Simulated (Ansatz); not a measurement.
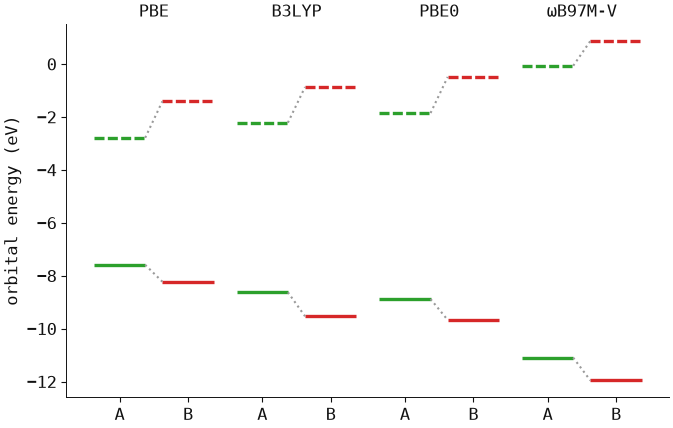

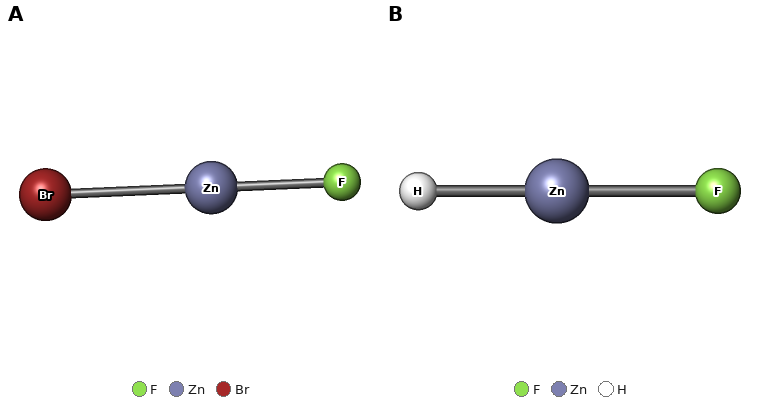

One change: A, ZnBrF (SMILES [F][Zn][Br]), becomes B, ZnHF (SMILES [F][ZnH]). Br on Zn is replaced by H. HOMO (solid) and LUMO (dashed) computed in def2-TZVPP at PBE0-D4/def2-TZVP geometries, both minima by their frequencies, gas phase, the Ansatz code 0.2.0. Empty levels above zero depend strongly on the basis.

Q: What does the change do to HOMO and LUMO?

A: PBE: the HOMO falls by 0.64 eV, the LUMO rises by 1.37 eV, and the separation goes from 4.80 to 6.81 eV. B3LYP: the HOMO falls by 0.91 eV, the LUMO rises by 1.35 eV, and the separation goes from 6.41 to 8.66 eV. PBE0: the HOMO falls by 0.79 eV, the LUMO rises by 1.36 eV, and the separation goes from 7.03 to 9.18 eV. ωB97M-V: the HOMO falls by 0.86 eV, the LUMO rises by 0.94 eV, and the separation goes from 11.03 to 12.83 eV.

Q: Do the functionals agree on the effect?

A: They agree on the direction for both levels; the HOMO shift lies between −0.91 and −0.64 eV and the LUMO shift between 0.94 and 1.37 eV, while the separations themselves differ by up to 6.2 eV between functionals.
